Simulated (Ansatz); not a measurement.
## Sc3SnB (Pm-3m): relaxing the cell for a phonon run

Wanted: the relaxed cell of Sc3SnB (Pm-3m).

Method: DFT PBEsol, scalar-relativistic, plane waves, PAW; PAW set soft_1, in Ansatz 0.2.0.

## Step 1: Set-up

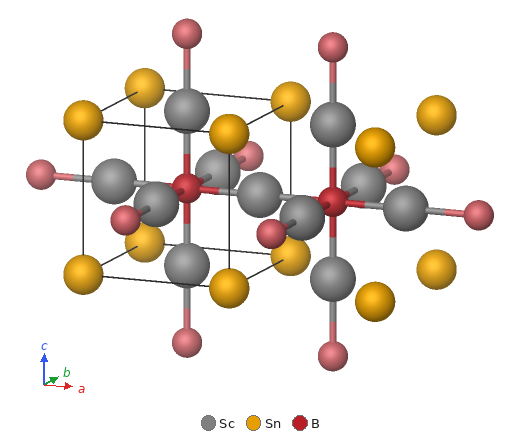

Start, viewed slightly off an axis; scandium grey, tin orange, boron red. 2×1×1 cells are drawn. Some periodic images of atoms are drawn too.

Coordinates:

```cif
data_structure
_symmetry_space_group_name_H-M 'Pm-3m'
_symmetry_Int_Tables_number 221
_cell_length_a 4.5710
_cell_length_b 4.5710
_cell_length_c 4.5710
_cell_angle_alpha 90.000
_cell_angle_beta 90.000
_cell_angle_gamma 90.000
_cell_volume 95.51
loop_
_atom_site_label
_atom_site_type_symbol
_atom_site_symmetry_multiplicity
_atom_site_Wyckoff_symbol
_atom_site_fract_x
_atom_site_fract_y
_atom_site_fract_z
_atom_site_occupancy
Sc1 Sc 3 c 0.00000 0.50000 0.50000 1
Sn1 Sn 1 a 0.00000 0.00000 0.00000 1
B1 B 1 b 0.50000 0.50000 0.50000 1
```

## Step 2: Probe on a coarse mesh

First a cheap look: the gap decides the mesh and the occupations, the pressure tells how far the cell has to move.

Input file input.yaml:

```yaml
crystal:
  lattice:
    - [4.571, 0.0, 0.0]
    - [0.0, 4.571, 0.0]
    - [0.0, 0.0, 4.571]
  atoms:
    - { symbol: Sc, position: [0.0, 0.5, 0.5] }
    - { symbol: Sc, position: [0.5, 0.0, 0.5] }
    - { symbol: Sc, position: [0.5, 0.5, 0.0] }
    - { symbol: Sn, position: [0.0, 0.0, 0.0] }
    - { symbol: B, position: [0.5, 0.5, 0.5] }
kpoints:
  mp_grid: { grid: [4, 4, 4] }
hamiltonian:
  xc: pbesol
  pseudopotentials: { kind: paw, azcp: { folder: soft_1 }, xc_functional: pbe }
scf:
  occupations: { method: gaussian, width: 0.1 }
output:
  forces: true
  stress: true
  eigenvalues: true
```

Run with:

```bash
> ansatz run input.yaml --threads 4 --pin off --max-ram 10240MiB --backend cpu --events-out ev --progress --plain --runs-dir out
```

Numbers of over 12 decimals in the logs are rounded to 6 here.

The program printed:

```text
Engine: ansatz 0.2.0, aarch64-unknown-linux-gnu
Pseudopotentials: kind: paw
Pseudopotential: Sc, paw, valence charge 11, recommended cutoff 420 eV (normal), soft_1/Sc.paw.azcp
Pseudopotential: Sn, paw, valence charge 14, recommended cutoff 420 eV (normal), soft_1/Sn.paw.azcp
Pseudopotential: B, paw, valence charge 3, recommended cutoff 420 eV (normal), soft_1/B.paw.azcp
Functional definition: PBEsol
[...]
k-point 0: bands = [... 21 lower, 9.8776, 10.1389, 10.1389, 10.6845, 10.6845, 10.6845, 13.2218, 13.2219, ... 1 higher]
  k-point 1: bands = [... 21 lower, 9.7232, 10.3836, 10.3836, 10.5744, 10.5813, 10.8532, 11.7875, 13.0000, ... 1 higher]
  k-point 2: bands = [... 21 lower, 9.5772, 9.5772, 10.1635, 10.1635, 11.0766, 11.2346, 12.3590, 12.6457, ... 1 higher]
  k-point 9: bands = [... 21 lower, 7.8083, 8.8714, 8.8714, 8.8714, 12.2340, 12.2340, 12.2340, 12.4157, ... 1 higher]
[key lines of the parts left out:]
SCF converged after 8 iterations
Free energy (F): -12439.788159 eV
Fermi energy:    10.590223 eV
P = ⅓ Tr σ = 2.0118 GPa (20.118 kbar)
```

The job ended after 1.1 s (4 threads of Arm Neoverse V2, shared host; peak memory 0.38 GiB).

Numbers from this step:

```yaml
pressure: 2.012 GPa
volume_per_atom: 19.10 Å³
gap_on_the_k_mesh: 0 eV
```

The coarse mesh shows no gap and a pressure of 2.0 GPa.

## Step 3: Bringing the structure to rest

Harmonic phonons are second derivatives at a point where the forces vanish, and they are wanted at zero stress, so atoms and cell are relaxed first.

Edit input.yaml of step 2 so:

```diff
@@ -12,3 +12,3 @@
 kpoints:
-  mp_grid: { grid: [4, 4, 4] }
+  mp_grid: { grid: [8, 8, 8] }
 hamiltonian:
@@ -22 +22,6 @@
   eigenvalues: true
+relax:
+  adjacent_minimum: "off"
+  f_tol: 0.005
+  max_steps: 80
+  cell: { stress_tol: 0.05 }
```

The program printed:

```text
[...]
Crystal: 5 atoms, lattice volume = 95.507 Å³
Basis set: ecut = 420 eV, 1863 PW (Γ), exchange–correlation on 64×64×64 points (8 copies of the dense FFT grid, shifted against one another)
Bands: 30, of which v1, the nominal top of the filled ones, is band 25 counted from 1 (24 counted from 0)
Symmetry: 48 space group operations
[...]
k-points: 35 of 512
[...]
SCF iter   1: F=—  HF=-12444.892777 eV  |F-HF|=—  |Δ(HF+E_count)|=         —  Δρ=8.19e-2  dr2=1.90e1  ethr=3.10e-3  ⟨swp⟩=5.3  Hψ=4436  notcnv=0
[...]
SCF iter   9: F=-12439.821139 eV  HF=-12439.821139 eV  |F-HF|=1.46e-9  |Δ(HF+E_count)|=   3.30e-8  Δρ=3.38e-6  dr2=1.10e-8  ethr=2.00e-10  ⟨swp⟩=10.1  Hψ=4768  notcnv=0
SCF 1 converged in 9 iterations: F = -12439.821139 eV  dr2 = 1.10e-8
[...]
relax step   1: F+E_penalty+E_count = -12439.82113924 eV  Δ(F+E_penalty+E_count) = +0.000e0 eV  max|allowed force component| = 2.829e-29 eV/Å  Δτ_max = 0.0000 Å  P = +1.903 GPa  Ω = 95.507 Å³  (9 SCF iters, dr2 threshold 1.00e-7 eV, accepted)
Crystal: 5 atoms, lattice volume = 98.472 Å³
Basis set: ecut = 420 eV, 1935 PW (Γ), exchange–correlation on 64×64×64 points (8 copies of the dense FFT grid, shifted against one another)
[...]
iter 1 solved again at ethr=9.03e-5 eV; its pass at ethr=3.10e-3 eV (dr2=4.52e-2 eV) is discarded
[...]
SCF iter   6: F=-12439.829768 eV  HF=-12439.829768 eV  |F-HF|=1.21e-7  |Δ(HF+E_count)|=   4.72e-7  Δρ=1.19e-5  dr2=1.49e-7  ethr=1.00e-9  ⟨swp⟩=7.4  Hψ=4560  notcnv=0
SCF 2 converged in 6 iterations: F = -12439.829768 eV  dr2 = 1.49e-7
[...]
relax step   2: F+E_penalty+E_count = -12439.82976769 eV  Δ(F+E_penalty+E_count) = -8.628e-3 eV  max|allowed force component| = 1.302e-29 eV/Å  Δτ_max = 0.0000 Å  P = -0.871 GPa  Ω = 98.472 Å³  energy of the carried Pulay correction = -2.914e-4 eV  (6 SCF iters, dr2 threshold 5.00e-7 eV, accepted)
Crystal: 5 atoms, lattice volume = 97.521 Å³
[...]
SCF iter   5: F=-12439.832539 eV  HF=-12439.832539 eV  |F-HF|=1.19e-7  |Δ(HF+E_count)|=   1.06e-6  Δρ=1.39e-5  dr2=2.78e-7  ethr=1.00e-9  ⟨swp⟩=7.2  Hψ=4520  notcnv=0
SCF 3 converged in 5 iterations: F = -12439.832539 eV  dr2 = 2.78e-7
[...]
relax step   3: F+E_penalty+E_count = -12439.83253906 eV  Δ(F+E_penalty+E_count) = -2.771e-3 eV  max|allowed force component| = 1.270e-29 eV/Å  Δτ_max = 0.0000 Å  P = -0.026 GPa  Ω = 97.521 Å³  energy of the carried Pulay correction = -1.990e-4 eV  (5 SCF iters, dr2 threshold 5.00e-7 eV, accepted)
[...]
SCF iter   5: F=-12439.832761 eV  HF=-12439.832761 eV  |F-HF|=1.82e-11  |Δ(HF+E_count)|=  4.91e-10  Δρ=2.05e-7  dr2=1.99e-11  ethr=1.00e-12  ⟨swp⟩=4.4  Hψ=4218  notcnv=0
SCF 4 converged in 5 iterations: F = -12439.832761 eV  dr2 = 1.99e-11
relax step   4: F+E_penalty+E_count = -12439.83276135 eV  Δ(F+E_penalty+E_count) = -2.223e-4 eV  max|allowed force component| = 5.864e-30 eV/Å  Δτ_max = 0.0000 Å  P = -0.023 GPa  Ω = 97.521 Å³  stress off target by 2.31e-2 GPa  SCF on the basis re-selected at this cell (its energy is not comparable with the rows above)  (5 SCF iters)
basis re-selected at this cell: Δ(F+E_penalty+E_count) = -2.223e-4 eV, ΔP = +0.003 GPa vs the last step (what re-selecting the basis moved, of the pressure what is left beyond the Pulay correction that the steps carried, after the strain that the cell walked since its last selection, with what the two solves' SCF thresholds leave and, on support functions, any second-order correction that the steps lacked; it is no m [...]
SCF converged after 5 iterations
Free energy (F): -12439.832761 eV
[...]
Internal energy: -12439.825501 eV  (E = F + TS)
E sigma→0 (E₀):  -12439.829131 eV
Entropy (-TS):   -0.007260 eV (-1.452 meV/atom)
Fermi energy:    10.418974 eV
[...]
--- Stress (GPa, compression-positive) ---
       -0.023097       0.000000      -0.000000
        0.000000      -0.023097       0.000000
       -0.000000       0.000000      -0.023097
  P = ⅓ Tr σ = -0.0231 GPa (-0.231 kbar)
--- Band table (eV; the first three rows and the last of 35) ---
  k-point 0: bands = [... 21 lower, 9.5967, 9.8903, 9.8903, 10.4461, 10.4461, 10.4461, 12.9053, 12.9053, ... 1 higher]
  k-point 1: bands = [... 21 lower, 9.5555, 10.0030, 10.3422, 10.3422, 10.4202, 10.4911, 12.0118, 12.7969, ... 1 higher]
  k-point 2: bands = [... 21 lower, 9.4596, 10.1331, 10.1331, 10.3171, 10.3204, 10.6125, 11.4865, 12.6922, ... 1 higher]
  k-point 34: bands = [... 21 lower, 7.5964, 8.6107, 8.6107, 8.6107, 11.9516, 11.9516, 11.9516, 12.1269, ... 1 higher]
--- Relaxed structure (3 steps of the walk, 3 accepted, 1 SCFs on fresh bases) ---
  F+E_penalty+E_count = -12439.83276135 eV   max|allowed force component| = 5.864e-30 eV/Å   (the final SCF, on the basis selected at the relaxed cell)
  cell:  # Å, volume = 97.5212 Å³
    - [4.602916, 0, 0]
    - [0, 4.602916, 0]
    - [0, 0, 4.602916]
  atoms:
    - { symbol: Sc, position: [0, 0.5, 0.5] }
    - { symbol: Sc, position: [0.5, 0, 0.5] }
    - { symbol: Sc, position: [0.5, 0.5, 0] }
    - { symbol: Sn, position: [0, 0, 0] }
    - { symbol: B, position: [0.5, 0.5, 0.5] }
```

Elapsed: 5.7 s, on 4 threads; peak memory 0.47 GiB.

Step by step:

| step | energy less that of the first step (eV) | largest force component (eV/Å) | pressure (GPa) | volume (Å³) |
| --- | --- | --- | --- | --- |
| 1 | 0.0000 | 0.0000 | 1.90 | 95.51 |
| 2 | -0.0086 | 0.0000 | -0.87 | 98.47 |
| 3 | -0.0114 | 0.0000 | -0.03 | 97.52 |
| 4* | -0.0116 | 0.0000 | -0.02 | 97.52 |

Relaxation steps marked * repeat the geometry before them on a plane-wave basis chosen anew for their cell, so energy and pressure can jump there.

Forces are held to the 48 operations that the run works with; a distortion that breaks them can't arise in this run.

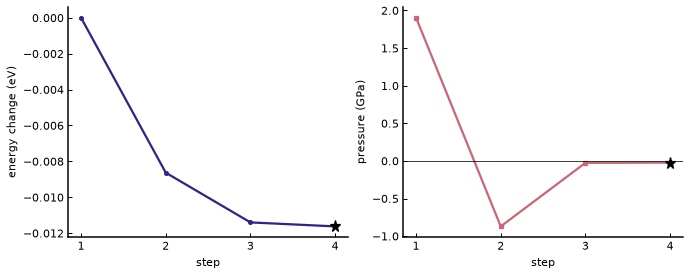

Energy and pressure along the relaxation. Stars mark steps on a basis chosen anew.

| conventional cell, symmetrised | before | after | change |
| --- | --- | --- | --- |
| a (Å) | 4.571 | 4.603 | +0.7 % |
| b (Å) | 4.571 | 4.603 | +0.7 % |
| c (Å) | 4.571 | 4.603 | +0.7 % |
| volume (Å³/atom) | 19.10 | 19.50 | +2.1 % |

Final coordinates:

```cif
data_structure
_symmetry_space_group_name_H-M 'P 1'
_symmetry_Int_Tables_number 1
_cell_length_a 4.6029
_cell_length_b 4.6029
_cell_length_c 4.6029
_cell_angle_alpha 90.000
_cell_angle_beta 90.000
_cell_angle_gamma 90.000
_cell_volume 97.52
loop_
_atom_site_label
_atom_site_type_symbol
_atom_site_fract_x
_atom_site_fract_y
_atom_site_fract_z
_atom_site_occupancy
Sc1 Sc 0.00000 0.50000 0.50000 1
Sc2 Sc 0.50000 0.00000 0.50000 1
Sc3 Sc 0.50000 0.50000 0.00000 1
Sn4 Sn 0.00000 0.00000 0.00000 1
B5 B 0.50000 0.50000 0.50000 1
```

Numbers from this step:

| Quantity | Value |
| --- | --- |
| pressure | -0.02310 GPa |
| volume per atom | 19.50 Å³ |

In this step the volume went from 19.10 to 19.50 Å³/atom.

## Step 4: Tight relaxation

Phonons need a cell at rest on their own settings, so the relaxation is repeated with tight tolerances on forces and stress on the k mesh and occupations of the first response run.

input.yaml, the sections that differ from step 3:

```yaml
crystal:
  lattice:
    - [4.6029163534, 0.0, 0.0]
    - [0.0, 4.6029163534, 0.0]
    - [0.0, 0.0, 4.6029163534]
  atoms:
    - { symbol: Sc, position: [0.0, 0.5, 0.5] }
    - { symbol: Sc, position: [0.5, 0.0, 0.5] }
    - { symbol: Sc, position: [0.5, 0.5, 0.0] }
    - { symbol: Sn, position: [0.0, 0.0, 0.0] }
    - { symbol: B, position: [0.5, 0.5, 0.5] }
scf:
  occupations: { method: methfessel_paxton, width: 0.2 }
relax:
  adjacent_minimum: "off"
  f_tol: 0.001
  max_steps: 60
  cell: { stress_tol: 0.01 }
# kpoints, hamiltonian, output: as in step 3
```

The program printed:

```text
[...]
Crystal: 5 atoms, lattice volume = 97.521 Å³
Basis set: ecut = 420 eV, 1935 PW (Γ), exchange–correlation on 64×64×64 points (8 copies of the dense FFT grid, shifted against one another)
Bands: 30, of which v1, the nominal top of the filled ones, is band 25 counted from 1 (24 counted from 0)
Symmetry: 48 space group operations
[...]
k-points: 35 of 512
[...]
--- Relaxed structure (3 steps of the walk, 3 accepted, 1 SCFs on fresh bases) ---
[...]
cell:  # Å, volume = 97.4927 Å³
    - [4.602467, 0, 0.0]
    - [0, 4.602467, 0]
    - [0.0, 0, 4.602467]
  atoms:
    - { symbol: Sc, position: [0, 0.5, 0.5] }
    - { symbol: Sc, position: [0.5, 0, 0.5] }
    - { symbol: Sc, position: [0.5, 0.5, 0] }
    - { symbol: Sn, position: [0, 0, 0] }
    - { symbol: B, position: [0.5, 0.5, 0.5] }
[key lines of the parts left out:]
SCF converged after 5 iterations
Free energy (F): -12439.828866 eV
Fermi energy:    10.430719 eV
P = ⅓ Tr σ = -0.0000 GPa (-0.000 kbar)
```

Run time: 5.5 s. Hardware: 4 threads; peak memory 0.46 GiB.

Little changed from the start: no atom moved by 0.005 Å and no cell edge by 0.1 %.

This step gave:

```yaml
pressure: -2.04e-5 GPa
```

The forces vanish by symmetry and the pressure is 0.000 GPa, within the tolerances set. The cell now holds 19.50 Å³/atom.

## Step 5: What came out

| Item | Value |
| --- | --- |
| space group after relaxation (within 0.01 Å) | Pm-3m |
| lattice constant a | 4.602 Å |
| lattice constant b | 4.602 Å |
| lattice constant c | 4.602 Å |
| volume per atom | 19.5 Å³ |

In words: The forces vanish by symmetry and the pressure is 0.000 GPa, within the tolerances set. The cell now holds 19.50 Å³/atom. The relaxation keeps the symmetry of its start, so it says nothing on stability against lower symmetry. Spin-orbit coupling is left out, which can matter for the heavy elements here. The PAW files were made for PBE and serve the other functionals too.

[Logs are printed without paths, hosts, clocks, repeated set-up lines and the standing remarks that a program may print on its own settings, such as how far it seeks lower states.]

[Hosts, paths, dates, database ids (printed as entryN), source tags and the programs' standing remarks are cut or masked in the printed files.]
